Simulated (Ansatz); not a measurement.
# SiH3F (SMILES F[SiH3]): r2SCAN/STO-3G

Aim: the vertical singlet–triplet gap of SiH3F at r2SCAN/STO-3G, from 2 runs. 

The calculation is run with Ansatz 0.2.0.

57 further runs of the same task are left out: 2 that didn't finish, 55 set aside as unsound or not needed.

## Step 1: Starting point

SiH3F: 5 atoms, total charge 0, spin state singlet. As SMILES, `F[SiH3]`. Geometry: relaxed at PBE0-D4/def2-TZVP.

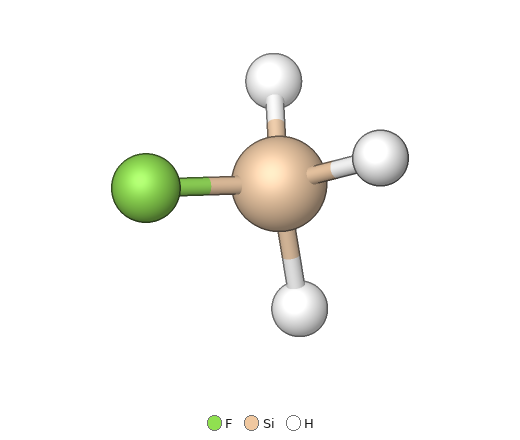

The structure, seen from a chosen angle (fluorine green, silicon light orange, hydrogen white).

## Step 2: The energy at r2SCAN/STO-3G

job.yaml reads:

```yaml
crystal:
  periodic: [false, false, false]
  atoms:
    - {symbol: F, position_ang: [-1.274600, 0.162800, 0.858000]}
    - {symbol: Si, position_ang: [0.043300, -0.019300, -0.030700]}
    - {symbol: H, position_ang: [-0.367800, -0.192600, -1.443700]}
    - {symbol: H, position_ang: [0.768600, -1.217900, 0.451600]}
    - {symbol: H, position_ang: [0.880500, 1.193400, 0.123400]}
basis:
  gaussian: {orbitals: STO-3G}
hamiltonian: {xc: {name: r2SCAN}}
accuracy: high
```

Command:

```
$ ansatz run job.yaml --threads 1 --pin off --max-ram 2610MiB --events-out events.jsonl --progress --plain --runs-dir runs
```

The log of the run:

```text
Warning: RAYON_NUM_THREADS=1 ignored (pool sized by the plan → 1); use --threads N
Functional definition: r2SCAN
  name "r2SCAN"
  parameter k0 = 0.174
  parameter k1 = 0.065
  parameter a1 = 4.9479
  exchange = r2scan_x(k0 = k0, k1 = k1, a1 = a1)
  correlation = r2scan_c
291 factors; integrals over basis functions are off by at most 3.3e-8 eV
mean field evaluation 1: about -10509.8405 eV, gradient 1.9e1 eV
mean field evaluation 2: about -10509.7563 eV, gradient 2.0e1 eV
mean field evaluation 4: about -10511.0784 eV, gradient 3.4e-1 eV
mean field evaluation 8: about -10511.0252 eV, gradient 2.2e-3 eV
mean field -10511.02519408 eV, -386.2730512537 hartree, gradient 1.1e-8 eV, S^2 0.000000; 0 other end points of the search recorded, 0 dependent functions left out
reference -10511.02519443 eV, -386.2730512665 hartree; 13, 13 occupied and 4, 4 virtual orbitals, 291 factors
Total energy: -10511.02519443 eV, -386.2730512665 hartree
```

Run time: 2 s. Hardware: 1 thread of Intel Xeon Platinum 8259CL at 2.50GHz (Skylake/Cascade Lake), shared host; peak memory 0.15 GiB.

## Step 3: The triplet

molecule.yaml reads:

```yaml
crystal:
  periodic: [false, false, false]
  atoms:
    - {symbol: F, position_ang: [-1.274600, 0.162800, 0.858000]}
    - {symbol: Si, position_ang: [0.043300, -0.019300, -0.030700]}
    - {symbol: H, position_ang: [-0.367800, -0.192600, -1.443700]}
    - {symbol: H, position_ang: [0.768600, -1.217900, 0.451600]}
    - {symbol: H, position_ang: [0.880500, 1.193400, 0.123400]}
basis:
  gaussian:
    orbitals: STO-3G
magnetization:
  spin_polarized: true
  initial_magnetization: 2
hamiltonian:
  xc: r2scan
accuracy: high
```

Command:

```
$ ansatz run molecule.yaml --threads 1 --pin off --max-ram 2610MiB --events-out events.jsonl --progress --plain --runs-dir runs
```

The log of the run:

```text
Warning: RAYON_NUM_THREADS=1 ignored (pool sized by the plan → 1); use --threads N
Functional definition: r2SCAN
  name "r2SCAN"
  parameter k0 = 0.174
  parameter k1 = 0.065
  parameter a1 = 4.9479
  exchange = r2scan_x(k0 = k0, k1 = k1, a1 = a1)
  correlation = r2scan_c
291 factors; integrals over basis functions are off by at most 3.3e-8 eV
mean field evaluation 1: about -10497.9679 eV, gradient 1.4e1 eV
mean field evaluation 2: about -10491.0138 eV, gradient 2.2e1 eV
mean field evaluation 4: about -10500.5914 eV, gradient 1.5e0 eV
mean field evaluation 8: about -10500.5896 eV, gradient 1.2e-1 eV
mean field evaluation 16: about -10500.5898 eV, gradient 2.9e-3 eV
mean field evaluation 32: about -10500.5450 eV, gradient 1.6e0 eV
mean field evaluation 64: about -10500.5120 eV, gradient 1.9e0 eV
mean field -10500.58983344 eV, -385.8895588236 hartree, gradient 1.0e-8 eV, S^2 2.002061; 3 other end points of the search recorded, 0 dependent functions left out
reference -10500.58983419 eV, -385.8895588511 hartree; 14, 12 occupied and 3, 5 virtual orbitals, 291 factors
Total energy: -10500.58983419 eV, -385.8895588511 hartree
```

Wall time 47 s (1 thread of Intel Xeon Platinum 8259CL at 2.50GHz (Skylake/Cascade Lake), shared host); peak memory 0.23 GiB.

## Step 4: Results

Level: r2SCAN/STO-3G.

| quantity | value |
| --- | --- |
| singlet: total energy | -386.27305 Eh |
| triplet: total energy | -385.88956 Eh |
| triplet: ⟨S²⟩ | 2.002 |
| vertical energy of the triplet above the singlet | 10.435 eV |

**Reading.** At this shape the triplet lies 10.44 eV (1007 kJ/mol) above the singlet. In a minimal basis such a difference can be off by several eV, whatever the method.
